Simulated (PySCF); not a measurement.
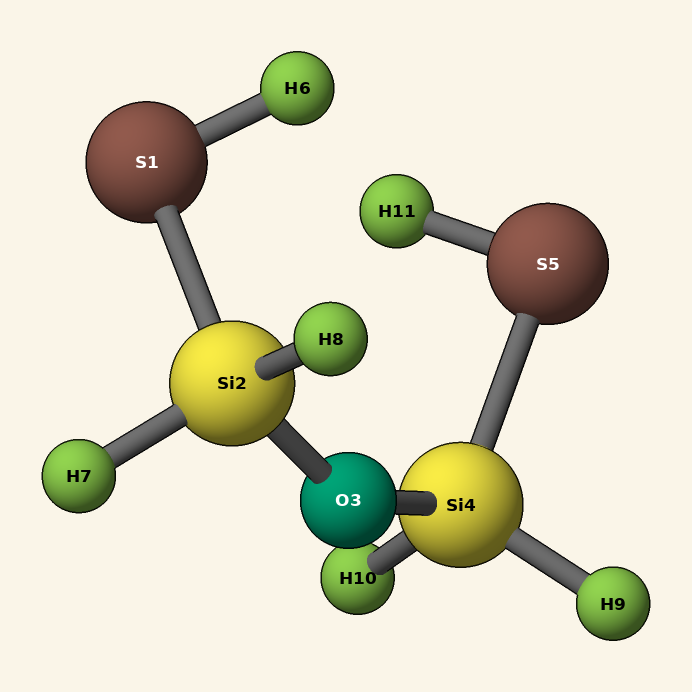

The questions are on isotropic NMR shieldings of the H atoms. Computed geometry: PBE0-D3(BJ)/def2-SVP optimisation. No frequency run is at hand to confirm it as a minimum. Level of theory: GIAO PBE0/pcSseg-0 NMR shielding, non-relativistic, gas phase (PySCF 2.14.0).

Give the isotropic NMR shieldings of the H atoms atom by atom.

```
atom  σ (ppm)
  H6    32.12
  H7    26.86
  H8    26.70
  H9    26.87
 H10    26.70
 H11    32.10
```
